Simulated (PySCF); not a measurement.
```xyz
18

C    -2.7234    0.1097   -0.1842
C    -1.3796   -0.4327    0.2914
C    -0.2100    0.4213   -0.2019
B     1.2526   -0.0586    0.2200
C     2.5225    0.7655   -0.2680
N     1.4361   -1.1907    0.9936
H    -3.5439   -0.4996    0.1904
H    -2.7686    0.1127   -1.2714
H    -2.8673    1.1299    0.1661
H    -1.3745   -0.4604    1.3841
H    -1.2620   -1.4568   -0.0721
H    -0.2642    0.4773   -1.2928
H    -0.3656    1.4466    0.1458
H     3.4528    0.4198    0.1782
H     2.6364    0.6928   -1.3486
H     2.4247    1.8251   -0.0422
H     2.3414   -1.5286    1.2755
H     0.6840   -1.7670    1.3313
```

Geometry: GFN2-xTB.

All numbers below come from PBE0/pcSseg-1, SCF density, gas phase, non-relativistic in PySCF.

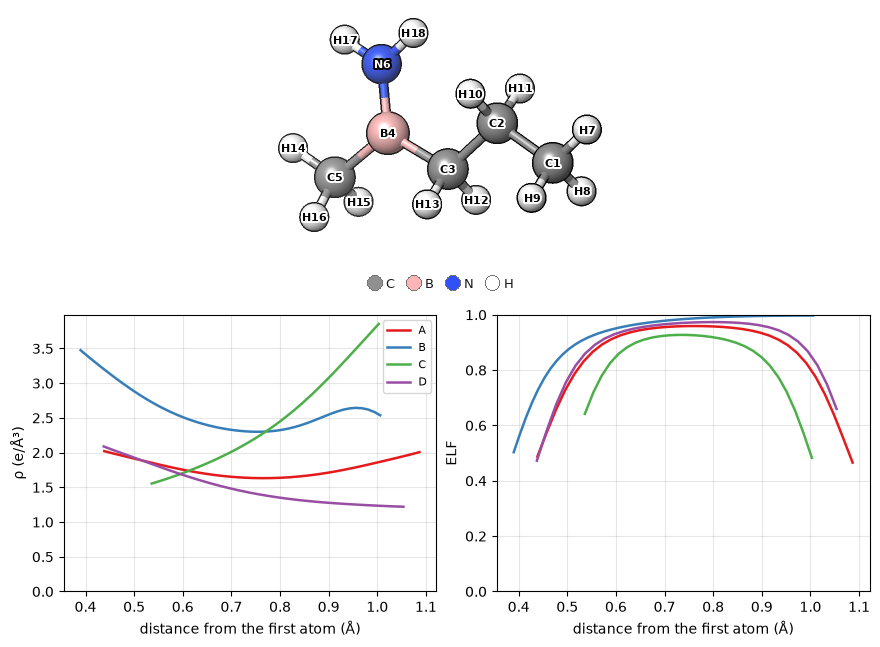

C4H12BN (SMILES CCCB(C)N). Total electron density and ELF along straight lines between neighbouring atoms. The curves leave out the atomic cores. The structure is drawn too.

Which curve belongs to which contact (B–N, C–B, C–C and N–H)? The first atom named is at distance zero.

Answer. Curve A: C–C (1.53 Å): ρ at the midpoint is about 1.6 e/Å³; the ELF peaks at about 0.95 between the atoms: a shared electron pair. Curve B: N–H (1.01 Å): ρ at the midpoint is about 2.9 e/Å³; the ELF climbs to about 1 towards the hydrogen, as it does in any bond to H: an ordinary covalent bond to hydrogen. Curve C: B–N (1.38 Å): the density is about 2 e/Å³ at the midpoint; the ELF peaks at about 0.95 between the atoms; a short, strongly polar bond. Curve D: C–B (1.59 Å): ρ at the midpoint is about 1.4 e/Å³; the ELF peaks at about 1 between the atoms (localised, covalent bonding).
